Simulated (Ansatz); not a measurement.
**Bilayer SnO: what a tunnelling microscope would see**

Aim: relax bilayer SnO, then simulate its STM images at several biases.

Method: DFT PBE+D3(BJ), scalar-relativistic, plane waves, PAW, in Ansatz 0.2.0.

### Step 1. Starting point

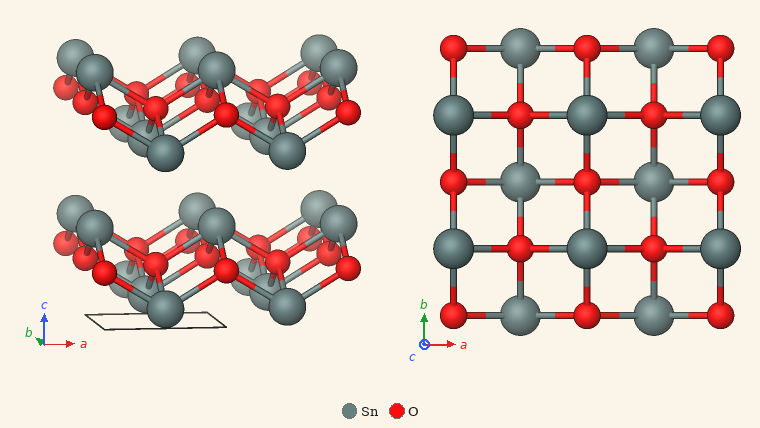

Start, viewed from the side (left, normal up) and from above (right); tin teal, oxygen red; 2×2 surface cells, with atoms on the cell's edges repeated; the outline under the slab is one cell, and the vacuum is left out.

As a file:

```
Sn O
1.0
     3.80200    0.00000    0.00000
     0.00000    3.80200    0.00000
     0.00000    0.00000   27.14277
Sn O
4 4
Direct
  0.50000 0.00000 0.36842
  0.00000 0.50000 0.45341
  0.50000 0.00000 0.54659
  0.00000 0.50000 0.63158
  0.00000 0.00000 0.41092
  0.50000 0.50000 0.41092
  0.00000 0.00000 0.58908
  0.50000 0.50000 0.58908
```

Two layers cut from the bulk, bulk lattice in the plane.

### Step 2. Relaxing the atoms

Contents of input.yaml:

```yaml
crystal:
  lattice:
    - [3.802, 0.0, 0.0]
    - [0.0, 3.802, 0.0]
    - [0.0, 0.0, 27.1427718805]
  atoms:
    - { symbol: Sn, position: [0.5, 0.0, 0.3684222099] }
    - { symbol: O, position: [0.0, 0.0, 0.4109155098] }
    - { symbol: O, position: [0.5, 0.5, 0.4109155098] }
    - { symbol: Sn, position: [0.0, 0.5, 0.4534088097] }
    - { symbol: Sn, position: [0.5, 0.0, 0.5465911903] }
    - { symbol: O, position: [0.0, 0.0, 0.5890844902] }
    - { symbol: O, position: [0.5, 0.5, 0.5890844902] }
    - { symbol: Sn, position: [0.0, 0.5, 0.6315777901] }
basis:
  ecutwfc: 420.0
  fft_grid_basis: typed
kpoints:
  mp_grid: { grid: [7, 7, 1] }
hamiltonian:
  xc: pbe
  dispersion: d3bj
scf:
  occupations: { method: gaussian, width: 0.05 }
output:
  forces: true
  eigenvalues: true
efield:
  axis: 3
  dipole_correction: true
  ramp_width: 0.04
relax:
  adjacent_minimum: "off"
  f_tol: 0.04
  max_steps: 40
```

Run with:

```bash
> ansatz run input.yaml --threads 1 --pin off --max-ram 2211MiB --backend cpu --events-out ev --progress --plain --runs-dir out
```

The log of the run (excerpt; [...] marks lines left out):

```text
Warning: RAYON_NUM_THREADS=1 ignored (pool sized by the plan → 1); use --threads N
[...]
Pseudopotentials: kind: paw
Pseudopotential: Sn, paw, valence charge 14, recommended cutoff 420 eV (normal), Sn.paw.azcp
Pseudopotential: O, paw, valence charge 6, recommended cutoff 420 eV (normal), O.paw.azcp
Functional definition: PBE
[...]
Crystal: 8 atoms, lattice volume = 392.354 Å³
Basis set: ecut = 420 eV, 7683 PW (Γ), exchange–correlation on 54×54×384 points (8 copies of the dense FFT grid, shifted against one another)
Bands: 48, of which v1, the nominal top of the filled ones, is band 40 counted from 1 (39 counted from 0)
Symmetry: 8 space group operations
k-points: 10 of 49
[...]
SCF iter   1: F=—  HF=-26368.054329 eV  |F-HF|=—  |Δ(HF+E_count)|=         —  Δρ=1.07e-3  dr2=8.72e-3  ethr=1.77e-3  p=0.000 e·Å  D=1.51e-13 V/Å  ΔV_dip=-0.00 eV  dr2_dipole=1.29e-9  V_vac-E_F(+/−)=3.75/3.75 eV  ⟨swp⟩=7.2  Hψ=1925  notcnv=0  defer=1
[...]
relax step   1: F+E_penalty+E_count = -26368.06458748 eV  Δ(F+E_penalty+E_count) = +0.000e0 eV  max|allowed force component| = 5.103e-1 eV/Å  Δτ_max = 0.0000 Å  (6 SCF iters, dr2 threshold 4.00e-5 eV, accepted)
[...]
relax step   2: F+E_penalty+E_count = -26368.04240387 eV  Δ(F+E_penalty+E_count) = +2.218e-2 eV  max|allowed force component| = 5.869e-1 eV/Å  Δτ_max = 0.1567 Å  (6 SCF iters, dr2 threshold 1.63e-5 eV, rejected (line search))
[...]
SCF converged after 10 iterations
Free energy (F): -26368.090927 eV
[...]
E sigma→0 (E₀):  -26368.090927 eV
Fermi energy:    1.137348 eV
Dipole field:    D = -0.000025 V/Å  (p = -0.000054 e·Å, saw-weighted, corrected)
Work function:   Φ+ = 3.9144 eV   Φ− = 3.9137 eV
Levels:          The Fermi level and band energies are counted from a zero that moves with the ramp; work functions are not
[...]
--- Forces (eV/Å), atoms counted from 1 ---
  atom   1  Sn     0.00000000     0.00000000     0.00912729
  atom   2  O      0.00000000     0.00000000     0.00557141
  atom   3  O      0.00000000     0.00000000     0.00557141
  atom   4  Sn     0.00000000     0.00000000    -0.00229974
  atom   5  Sn    -0.00000000     0.00000000     0.00256928
  atom   6  O      0.00000000     0.00000000    -0.00576037
  atom   7  O      0.00000000     0.00000000    -0.00576037
  atom   8  Sn     0.00000000     0.00000000    -0.00903383
[...]
--- Band table (eV; the first three rows and the last of 10) ---
[...]
--- Relaxed structure (3 steps of the walk, 2 accepted, 0 SCFs on fresh bases) ---
  F+E_penalty+E_count = -26368.09092664 eV   max|allowed force component| = 9.129e-3 eV/Å
  atoms:
    - { symbol: Sn, position: [0.5, 0.0, 0.3669463679788503] }
    - { symbol: O, position: [-4.153767896889883e-33, 0.0, 0.41049140935783485] }
    - { symbol: O, position: [0.5, 0.5, 0.41049140935783485] }
    - { symbol: Sn, position: [-2.532785302981636e-33, 0.5, 0.45394188204485414] }
    - { symbol: Sn, position: [0.5, 0.0, 0.5460575684220714] }
    - { symbol: O, position: [3.140653775697229e-33, 0.0, 0.5895089078516678] }
    - { symbol: O, position: [0.5, 0.5, 0.5895089078516678] }
    - { symbol: Sn, position: [3.951145072651352e-33, 0.5, 0.6330535471352188] }
```

Run time: 50 s. Hardware: 1 thread of Intel Xeon Platinum 8488C (Sapphire Rapids), shared host; peak memory 0.61 GiB.

Step by step:

| step | energy from step 1 (eV/cell) | largest force component (eV/Å) |
| --- | --- | --- |
| 1 | 0.0000 | 0.5103 |
| 2 | 0.0222 | 0.5869 |
| 3 | -0.0263 | 0.0091 |

Step 1 is the start. Step 2 was tried and not accepted.

A dipole layer in the vacuum cancels the field that periodic copies would set up if the slab's two faces differ.

Read from this run: gap on the mesh 1.22 eV.

### Step 3. Densities by energy window

The windows are in eV from the zero of bias; a denser mesh resolves them.

Contents of input.yaml:

```yaml
crystal:
  lattice:
    - [3.802, 0.0, 0.0]
    - [0.0, 3.802, 0.0]
    - [0.0, 0.0, 27.1427718805]
  atoms:
    - { symbol: Sn, position: [0.5, 0.0, 0.366946368] }
    - { symbol: O, position: [0.0, 0.0, 0.4104914094] }
    - { symbol: O, position: [0.5, 0.5, 0.4104914094] }
    - { symbol: Sn, position: [0.0, 0.5, 0.453941882] }
    - { symbol: Sn, position: [0.5, 0.0, 0.5460575684] }
    - { symbol: O, position: [0.0, 0.0, 0.5895089079] }
    - { symbol: O, position: [0.5, 0.5, 0.5895089079] }
    - { symbol: Sn, position: [0.0, 0.5, 0.6330535471] }
basis:
  ecutwfc: 420.0
  fft_grid_basis: typed
kpoints:
  mp_grid: { grid: [19, 19, 1] }
hamiltonian:
  xc: pbe
  dispersion: d3bj
scf:
  occupations: { method: gaussian, width: 0.05 }
output:
  forces: true
  eigenvalues: true
  band_densities:
    - { e_range: [-2.6, -1.8] }
    - { e_range: [-1.8, -1.2] }
    - { e_range: [-1.2, -0.85] }
    - { e_range: [-0.85, 0.0] }
    - { e_range: [0.0, 0.85] }
    - { e_range: [0.85, 1.2] }
    - { e_range: [1.2, 1.8] }
    - { e_range: [1.8, 2.4] }
  band_residual_tolerance: 1.0e-05
  write_potential: true
  elf: true
  write_density: true
  volumetric_format: npy
efield:
  axis: 3
  dipole_correction: true
  ramp_width: 0.04
checkpoint:
  read: start.run
  write: ck
  compress: false
  write_wavefunctions: false
  write_every: 100000
```

Run with:

```bash
> ansatz run input.yaml --threads 1 --pin off --max-ram 2211MiB --backend cpu --events-out ev --progress --plain --runs-dir out
```

The log of the run:

```text
Warning: RAYON_NUM_THREADS=1 ignored (pool sized by the plan → 1); use --threads N
Engine: ansatz 0.2.0, x86_64-unknown-linux-gnu
[... 4 set-up lines as earlier in the session ...]
  parameter kappa = 0.804
  parameter beta = 0.06672455060314922
  exchange = pbe_x(kappa = kappa, mu = beta*pi^2/3)
  correlation = pbe_c(beta = beta)
Crystal: 8 atoms, lattice volume = 392.354 Å³
Basis set: ecut = 420 eV, 7683 PW (Γ), exchange–correlation on 54×54×384 points (8 copies of the dense FFT grid, shifted against one another)
Bands: 48, of which v1, the nominal top of the filled ones, is band 40 counted from 1 (39 counted from 0)
[... 1 set-up line as earlier in the session ...]
k-points: 55 of 361
Non-local potential: Sn, projectors of the file, l = 0: 2, l = 1: 2, l = 2: 2, l = 3: 2
Non-local potential: O, projectors of the file, l = 0: 2, l = 1: 2, l = 2: 1
PAW form: soft (Blöchl's): semilocal exchange-correlation on the pseudo side does not see the compensation charge
PAW one-centre angular grid: Sn, 590 points (default); XC on 64 Gauss nodes
PAW one-centre angular grid: O, 110 points (default); XC on 64 Gauss nodes
Initial density: read from a saved state, or passed on in memory by an earlier SCF of this step, an earlier step, the calling program or the single point that the run made first
Stability of the state it starts from, as read at its close in the unpolarized treatment: not read negative (Ritz values of 1 − χ₀K, real part plus size of imaginary part, from 0.97 to 1.0, by its mixing steps under the symmetry group of the SCF that read it)
Initial wavefunctions: pseudopotential atomic-orbital guess
Functional: x = pbe(κ = 0.804, μ = 0.2195149727645171), c = pbe(β = 0.06672455060314922)
iter 1 solved again at ethr=2.82e-7 eV; its pass at ethr=3.10e-3 eV (dr2=2.26e-4 eV) is discarded
SCF iter   1: F=—  HF=-26368.090696 eV  |F-HF|=—  |Δ(HF+E_count)|=         —  Δρ=5.31e-6  dr2=1.02e-7  ethr=2.82e-7  p=-0.000 e·Å  D=-3.39e-6 V/Å  ΔV_dip=0.00 eV  dr2_dipole=5.28e-10  V_vac-E_F(+/−)=3.99/3.99 eV  ⟨swp⟩=4.5  Hψ=19810  notcnv=0
efield: sawtooth ramp at fractional position 0.9800 (handed on by an earlier solve), width 0.0400; the density the first Hamiltonian is built on has a dipole p = -0.000 e·Å; the dipole correction subtracts the counter field D = -3.39e-6 V/Å, which shifts the + side's vacuum level by +0.00 eV against the − side's; the planar-averaged density in the ramp window peaks in size at 2.7e-6 e/Å³
eigensolver tolerance schedule: the retry pair's looser diagonalisation over-reported the residual by 2207.26 of it (diagonalisation noise at 0.25 of the residual, at the tolerance the schedule requests for it); recorded, not acted on — ethr = c·dr2/N_el stays at c = 1.0e-1
preconditioner: auto → Resta (q_TF=auto, 2.093 Å⁻¹)  ε∞=1.9  [insulator: Δε(μ)=1.048 eV  Ē_g=17.768 eV  σ=0.050 eV  W_gap=1.00  n_scr=62 (ndim 8)  ℏωp=16.8 eV  f_vac=0.607  D(μ)=0.00/eV (n_scr^D=0)  ε∞_Penn≈1.9  vacuum switching on, ρ_ref=2.3e-2 e/Å³]
SCF iter   2: F=—  HF=-26368.090547 eV  |F-HF|=—  |Δ(HF+E_count)|=   1.49e-4  Δρ=3.24e-6  dr2=3.88e-8  ethr=1.25e-10  p=-0.000 e·Å  D=-9.47e-6 V/Å  ΔV_dip=0.00 eV  dr2_dipole=4.23e-10  V_vac-E_F(+/−)=3.99/3.99 eV  ⟨swp⟩=24.3  Hψ=31430  notcnv=0
SCF iter   3: F=-26368.090547 eV  HF=-26368.090547 eV  |F-HF|=3.27e-9  |Δ(HF+E_count)|=   2.36e-9  Δρ=1.61e-6  dr2=4.05e-9  ethr=4.85e-11  p=-0.000 e·Å  D=-5.55e-6 V/Å  ΔV_dip=0.00 eV  dr2_dipole=5.43e-11  V_vac-E_F(+/−)=3.99/3.99 eV  ⟨swp⟩=12.7  Hψ=20956  notcnv=0
SCF 1 converged in 3 iterations: F = -26368.090547 eV  dr2 = 4.05e-9
NSCF: frozen V_eff on 29 k-points
efield: sawtooth ramp at fractional position 0.9800 (kept from the solve that this one continues, or follows in the run), width 0.0400; the density the first Hamiltonian is built on has a dipole p = -0.000 e·Å; the dipole correction subtracts the counter field D = -5.55e-6 V/Å, which shifts the + side's vacuum level by +0.00 eV against the − side's; the planar-averaged density in the ramp window peaks in size at 2.7e-6 e/Å³
WARN: The output density's exchange-correlation potential varies sharply where the density is thin. Do not read a vacuum level from v_tot or v_xc, or from such a field of the output density. On a cell that repeats whose density bears no net charge and no dipole along the vacuum's axis use v_es (v_loc + v_h of the components); under efield.dipole_correction with no amplitude use v_es + v_field, which holds any external_charges[].barrier, or the levels of the report's work_function block, which leave it out; under a non-zero efield.amplitude the vacuum is tilted and has no level; on a cell that repeats and bears such a dipole with no correction it is tilted too, and efield.dipole_correction with no amplitude gives each side of its ramp a level where efield: is served; in a cell that repeats whose density bears a net charge (total_charge, or a fill off its count) it is curved and has none; of a slab under crystal.periodic whose density bears no net charge use v_es, which has a level on each side, short of where the two are joined; of another it falls or rises all the way out and has none; of a slab beside external_charges read slab_vacuum_level instead, which it has where they leave it neutral. The grid or the basis barely resolves most such structure, and the values can differ between equally converged runs; as a rule a tighter scf.convergence.dr2_threshold does not remove it. Where the density itself ripples (under the LDA too) a higher basis.ecutwfc lessens it. The files hold the spikes' plane waves up to the density's cutoff. Files: v_tot_of_output_density and the like, and their columns of v_z.tsv (output.write_potential); v_xc_of_output_density and the like, and their columns of v_comp_z.tsv (output.write_potential_components). Measured: with its Gaussian average of σ = 0.25 Å subtracted twice, the exchange-correlation potential is over 0.1 eV at 14 of the grid points where the equally averaged density (valence and model cores) is under 1e-3 e/Å³, and 0.186 eV at the most among them, at an averaged density of 3.5e-8 e/Å³. The input density's (outcome.potential() and, of a run that writes arrays, v_tot and v_xc) is over 0.1 eV, so measured, at 4 points of its own thin density, 0.121 eV at the most. See output.write_potential in the manual, Limitations
SCF converged after 3 iterations
Free energy (F): -26368.090547 eV
Harris-Foulkes:  -26368.090547 eV  (|F-HF|=3.27e-9)
Internal energy: -26368.090547 eV  (E = F + TS)
E sigma→0 (E₀):  -26368.090547 eV
Fermi energy:    1.059774 eV
Dipole field:    D = -0.000013 V/Å  (p = -0.000027 e·Å, saw-weighted, corrected)
Work function:   Φ+ = 3.9918 eV   Φ− = 3.9915 eV
Levels:          The Fermi level and band energies are counted from a zero that moves with the ramp; work functions are not
--- Per-component energies (eV) ---
  E_band       = -1083.856645
  E_kinetic    = 1446.754388
  E_local      = -84553.410066  (includes V_loc(G=0)·N_el)
  E_nonlocal   = 63.916899
  E_hartree    = 42140.757650
  E_xc         = -1825.433885
  E_vxc        = -760.359565  (∫ρ·V_xc dr)
  E_paw        = -17176.905312  (= ΣΔE_a)
  E_vpaw       = -1562.285747  (= ΣTr[D̂ρ^β])
  E_aug_tail   = 0.009634  (compensation charges beyond the density's cutoff)
  E_efield     = 0.000000  (sawtooth field / dipole correction)
  E_vefield    = -0.000000  (∫n·V_field dr)
  E_ewald      = 33537.686411
  E_disp       = -1.466265  (pairwise vdW)
  E_smearing   = -0.000000  (= −TS)
  E_closure    = -0.000000  (closes the sum)
  Σ components = -26368.090547   (vs F -26368.090547, Δ=0.00e0)
--- Forces (eV/Å), atoms counted from 1 ---
  atom   1  Sn     0.00000000     0.00000000     0.00930150
  atom   2  O     -0.00000000     0.00000000     0.00527094
  atom   3  O     -0.00000000     0.00000000     0.00527094
  atom   4  Sn     0.00000000     0.00000000    -0.00176871
  atom   5  Sn     0.00000000     0.00000000     0.00208945
  atom   6  O     -0.00000000     0.00000000    -0.00548717
  atom   7  O      0.00000000     0.00000000    -0.00548717
  atom   8  Sn     0.00000000     0.00000000    -0.00918960
  max |Σ_I F_I| component: 1.89e-7 eV/Å
--- Band table (eV; the first three rows and the last of 55) ---
  k-point 0: bands = ["-20.9833", "-20.9732", "-20.6081", "-20.5995", "-20.5807", "-20.5807", "-20.5593", "-20.5543", "-20.5543", "-20.5435", "-20.5377", "-20.5142", "-20.5073", "-20.5042", "-20.4765", "-20.4765", "-20.4718", "-20.4698", "-20.4655", "-20.4655", "-19.1054", "-19.0871", "-16.5252", "-16.5248", "-7.8994", "-7.0373", "-5.0928", "-5.0928", "-5.0329", "-5.0329", "-4.9233", "-3.2272", "-2.4782", "-2.4443", "-2.0380", "-2.0380", "-2.0287", "-2.0287", "-0.8011", "0.5003", "2.7714", "2.8932", "2.9600", "4.2905", "4.2905", "4.8820", "4.9394", "5.2622"]
  k-point 1: bands = ["-20.9819", "-20.9720", "-20.6076", "-20.5987", "-20.5813", "-20.5805", "-20.5620", "-20.5547", "-20.5525", "-20.5444", "-20.5370", "-20.5137", "-20.5068", "-20.5045", "-20.4907", "-20.4837", "-20.4760", "-20.4658", "-20.4654", "-20.4604", "-19.0812", "-19.0629", "-16.5383", "-16.5381", "-7.8837", "-7.0355", "-5.0923", "-5.0750", "-5.0749", "-5.0155", "-4.8943", "-3.3194", "-2.5192", "-2.4860", "-2.0627", "-2.0557", "-2.0537", "-1.9754", "-0.7899", "0.5129", "2.8246", "2.9541", "3.0383", "4.0457", "4.3182", "4.9123", "4.9733", "5.4839"]
  k-point 2: bands = ["-20.9776", "-20.9687", "-20.6091", "-20.5975", "-20.5822", "-20.5799", "-20.5668", "-20.5562", "-20.5506", "-20.5471", "-20.5358", "-20.5173", "-20.5134", "-20.5055", "-20.5052", "-20.5047", "-20.4749", "-20.4667", "-20.4611", "-20.4575", "-19.0110", "-18.9927", "-16.5781", "-16.5778", "-7.8370", "-7.0298", "-5.1508", "-5.0870", "-5.0214", "-4.9639", "-4.8591", "-3.5684", "-2.6003", "-2.6001", "-2.1361", "-2.1280", "-2.1240", "-1.8491", "-0.7612", "0.5328", "2.9560", "3.1262", "3.2590", "3.6513", "4.4011", "4.9958", "5.0676", "5.2609"]
  k-point 54: bands = ["-20.9259", "-20.9240", "-20.9082", "-20.9063", "-20.5848", "-20.5845", "-20.5537", "-20.5535", "-20.5472", "-20.5466", "-20.5136", "-20.5134", "-20.4822", "-20.4817", "-20.4731", "-20.4728", "-20.4574", "-20.4568", "-20.4314", "-20.4312", "-17.4274", "-17.4088", "-17.4052", "-17.3869", "-7.9089", "-7.8940", "-7.8435", "-7.8265", "-4.4532", "-4.4114", "-4.1956", "-4.1667", "-1.4891", "-1.4889", "-1.4228", "-1.4188", "-1.3851", "-1.3846", "-0.9564", "-0.9202", "1.5825", "1.6040", "3.3675", "3.4137", "4.3327", "4.3514", "5.7036", "5.7719"]
--- Band densities, each state counted as filled ---
  window                                       electrons  max residual (eV)  cut levels
  e_range: [-2.6, -1.8]                         3.883657             3.3e-9           0
  e_range: [-1.8, -1.2]                         1.817175             3.2e-9           0
  e_range: [-1.2, -0.85]                        0.221607             2.6e-9           0
  e_range: [-0.85, 0]                           0.426593             3.0e-9           0
  e_range: [0, 0.85]                            0.155125             1.7e-6           0
  e_range: [0.85, 1.2]                          0.221607             2.2e-6           0
  e_range: [1.2, 1.8]                           1.047091             3.3e-6           0
  e_range: [1.8, 2.4]                           3.423823             3.0e-6           0
```

It took 2.3 min on 1 thread of Intel Xeon Platinum 8488C (Sapphire Rapids), shared host; peak memory 1 GiB.

Read from this run: gap on the mesh 1.05 eV.

band_densities.tsv:

```
# window	n_electrons	max_residual_ev	n_cut_levels
# fermi_ev = 1.059774
# range_zeros_ev = 1.059774
# range_zeros_ev: from where a range's energies are measured, in spin up and in spin down where the run solves two channels
e_range_-2.6_-1.8	3.883657	3.304e-9	0
e_range_-1.8_-1.2	1.817175	3.220e-9	0
e_range_-1.2_-0.85	0.221607	2.577e-9	0
e_range_-0.85_0	0.426593	3.014e-9	0
e_range_0_0.85	0.155125	1.749e-6	0
e_range_0.85_1.2	0.221607	2.234e-6	0
e_range_1.2_1.8	1.047091	3.319e-6	0
e_range_1.8_2.4	3.423823	3.017e-6	0
```

[end of part 1 of 2]
